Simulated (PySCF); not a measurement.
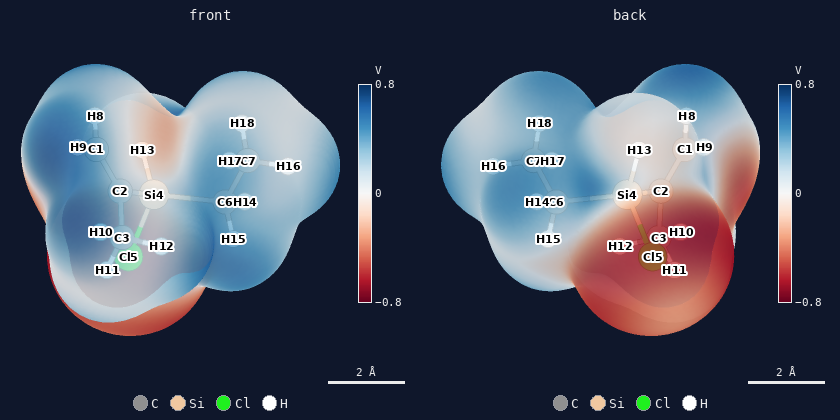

Figure 1: C$_{5}$H$_{11}$ClSi. The molecular electrostatic potential painted on the density surface at 0.001 e/bohr³, seen from the front and from behind; red is negative and blue positive.

Geometry: GFN2-xTB.

All numbers below come from PBE0/pcSseg-1, SCF density, gas phase, non-relativistic (PySCF 2.14.0).

```tsv
atom	x (Å)	y (Å)	z (Å)
C	-1.4599	1.6544	-0.7054
C	-1.1831	0.3959	-0.3901
C	-2.0111	-0.3497	0.6151
Si	0.2768	-0.5315	-1.1648
Cl	-0.3962	-2.2875	-1.9375
C	1.5779	-0.9339	0.1702
C	2.0426	0.3004	0.9375
H	-0.8749	2.2046	-1.4224
H	-2.2854	2.1885	-0.2594
H	-2.8431	0.2568	0.9675
H	-2.4040	-1.2646	0.1736
H	-1.3998	-0.6349	1.4710
H	0.8592	0.2428	-2.2626
H	2.4436	-1.4133	-0.2908
H	1.1710	-1.6600	0.8777
H	2.7739	0.0304	1.6973
H	1.2028	0.7880	1.4278
H	2.5009	1.0200	0.2636
```

Q: Where is the surface potential most negative and most positive?

A: The most negative region (about −0.7 V) lies over Cl5, the most positive (about +0.6 V) over Si4, H8, H9 and H12.
